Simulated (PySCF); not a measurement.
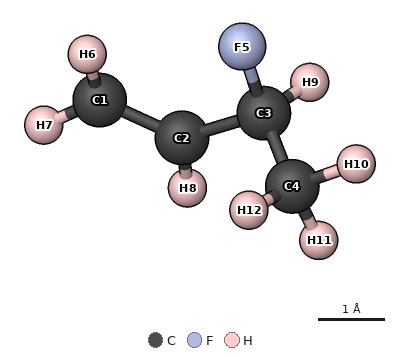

Starting structure of C4H7F. A ball-and-stick model, seen at a tilt.

The start comes from MMFF94s. Its atoms were then displaced at random by about 0.03 Å.

Level of theory: PBE0-D3(BJ)/def2-SVP geometry optimisation, gas phase in PySCF 2.14.0, density-fitted response routines.

```xyz
12

C     1.9831    0.3880    0.2516
C     0.8871   -0.2072   -0.3388
C    -0.4535   -0.5349    0.3229
C    -1.4760    0.1366   -0.3510
F    -0.3942   -0.1369    1.6177
H     1.8498    0.8264    1.2599
H     2.8646    0.6633   -0.3082
H     1.0553   -0.5122   -1.3764
H    -0.5296   -1.5987    0.4143
H    -2.5121   -0.1355    0.2097
H    -1.6889   -0.1958   -1.3582
H    -1.4701    1.2242   -0.2924
```

Q: Predict the outcome.

A: Over 9 geometry steps the energy falls by 0.767 eV. The largest move after the best rigid fit is that of C4, 0.099 Å. By element the largest moves are C 0.099 Å, F 0.080 Å, H 0.073 Å. Some distances before and after: C3–C4 1.397 → 1.515 Å, C4–H10 1.209 → 1.100 Å, C1–C2 1.380 → 1.331 Å, C3–H9 1.070 → 1.108 Å. Among the angles between lasting bonds that change: C4–C3–H9 117.8° → 109.4°, H10–C4–H11 101.2° → 108.5°, H10–C4–H12 101.8° → 108.9°.

History of the run:

```
step  E − E(0), eV
   0        0.0000
   1       -0.6557
   2       -0.7236
   3       -0.7324
   4       -0.7653
   5       -0.7665
   6       -0.7669
   7       -0.7671
   8       -0.7672
   9       -0.7672
```

Final geometry:

```xyz
12

C     1.9301    0.4376    0.2480
C     0.9155   -0.1979   -0.3343
C    -0.3811   -0.5123    0.3458
C    -1.5731    0.1297   -0.3341
F    -0.3427   -0.0914    1.6582
H     1.8594    0.7605    1.2896
H     2.8547    0.6493   -0.2940
H     0.9868   -0.5272   -1.3776
H    -0.5155   -1.6116    0.3633
H    -2.5006   -0.1310    0.1961
H    -1.6591   -0.2122   -1.3761
H    -1.4589    1.2237   -0.3339
```

After the run, drawn alike:

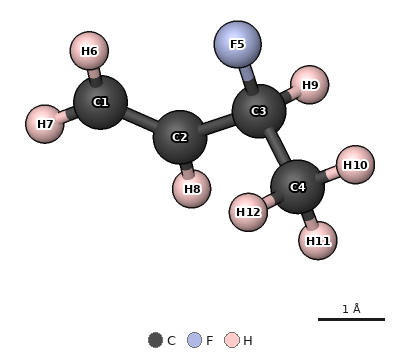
